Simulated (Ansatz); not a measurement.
# Run report: SiH$_{3}$, single-point calculation

The run: single-point calculation of SiH$_{3}$, multiplicity 2. Method and program: UHF-CCSD(T), frozen core/def2-QZVPP (Ansatz 0.2.0).

The geometry comes from this level: PBE0-D4/def2-TZVP.

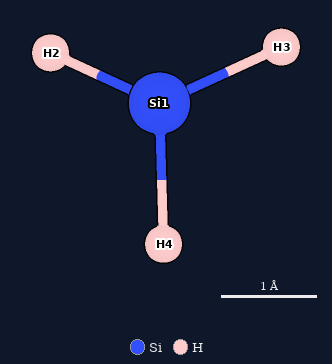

*The structure as given in the input (ball-and-stick view, seen at a tilt; atoms are numbered from 1 in the order of the input).*

### Key numbers

| quantity | value |
| --- | --- |
| outcome | converged |
| total energy | −7913.0595 eV |
| mean-field energy | −7908.8928 eV |
| CCSD correlation | −4.0587 eV |
| (T) correction | −0.1081 eV |
| T1 diagnostic | 0.016 |
| ⟨S²⟩ | 0.755 |
| SCF solution under orbital rotations | stable |
| hardware | 4 threads of Arm Neoverse V2, 23 GiB of memory available, shared host |
| wall time | 4.8 s (CPU time 18 s) |
| peak memory | 1.7 GiB |

### The input
```yaml
crystal:
  periodic: [false, false, false]
  atoms:
    - {symbol: Si, position_ang: [-0.732371, 0.749468, 1.032067]}
    - {symbol: H, position_ang: [0.566252, 0.977790, 1.717347]}
    - {symbol: H, position_ang: [-0.994654, 1.798681, 0.012990]}
    - {symbol: H, position_ang: [-1.847772, 0.658308, 2.009684]}
basis:
  gaussian: {orbitals: "def2-QZVPP.json"}
magnetization: {spin_polarized: true, initial_magnetization: 1}
correlation: {method: ccsd_t}
scf: {omitted_lower_state_checks: [cluster_reference]}
```

Launched with:
```bash
ansatz run in.yaml --threads 4 --pin off --events-out ev --progress --plain --max-ram 9574MiB
```

### What the program printed
```
Functional definition: HF
  name "HF"
  cite "Fock, Z. Phys. 61, 126 (1930) doi:10.1007/BF01340294"
  parent pbe
  exchange = exact_x
  correlation = 0
these checks for a lower state are left out or cut short: cluster_reference
924 factors; integrals over basis functions are off by at most 9.9e-4 eV
mean field evaluation 1: about -7908.1178 eV, gradient 7.4e0 eV
mean field evaluation 2: about -7908.1177 eV, gradient 7.4e0 eV
mean field evaluation 4: about -7908.8817 eV, gradient 6.9e-1 eV
mean field evaluation 8: about -7908.8928 eV, gradient 2.7e-3 eV
mean field -7908.89276812 eV, -290.6464483884 hartree, gradient 1.3e-6 eV, S^2 0.755177; 0 other end points of the search recorded, 0 dependent functions left out
5 core orbitals not correlated: weight in the atoms' cores, before any rotation towards them, 1.000 or more for the frozen orbitals, at most 0.000 for the correlated occupied ones
reference -7908.89276812 eV, -290.6464483884 hartree; 4, 3 occupied and 151, 152 virtual orbitals, 924 factors
second order -3.39373384 eV of doubles, -0.00000000 eV of singles
cycle   1  -3.85157327 eV  change   -4.6e-1 eV  update   5.4e-2
cycle   2  -4.05309588 eV  change   -2.0e-1 eV  update   2.1e-2
cycle   3  -4.05929765 eV  change   -6.2e-3 eV  update   6.2e-3
cycle   4  -4.05885612 eV  change    4.4e-4 eV  update   2.3e-3
cycle   5  -4.05860026 eV  change    2.6e-4 eV  update   8.7e-4
cycle   6  -4.05853771 eV  change    6.3e-5 eV  update   2.9e-4
cycle   7  -4.05865994 eV  change   -1.2e-4 eV  update   1.1e-4
cycle   8  -4.05868234 eV  change   -2.2e-5 eV  update   2.9e-5
cycle   9  -4.05867038 eV  change    1.2e-5 eV  update   9.1e-6
cycle  10  -4.05867265 eV  change   -2.3e-6 eV  update   3.2e-6
```

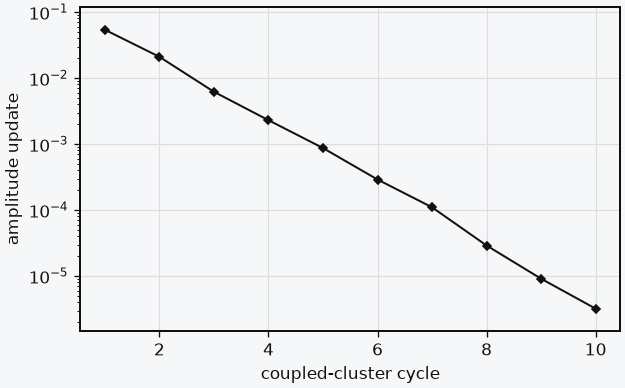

*Convergence of the coupled-cluster equations: amplitude update against the coupled-cluster cycle.*

The residual falls at every step.

```
perturbative correction -0.10809794 eV, -0.0039725261 hartree
Total energy: -7913.05953871 eV, -290.7995743833 hartree
Checks for a lower state left out: cluster_reference
```
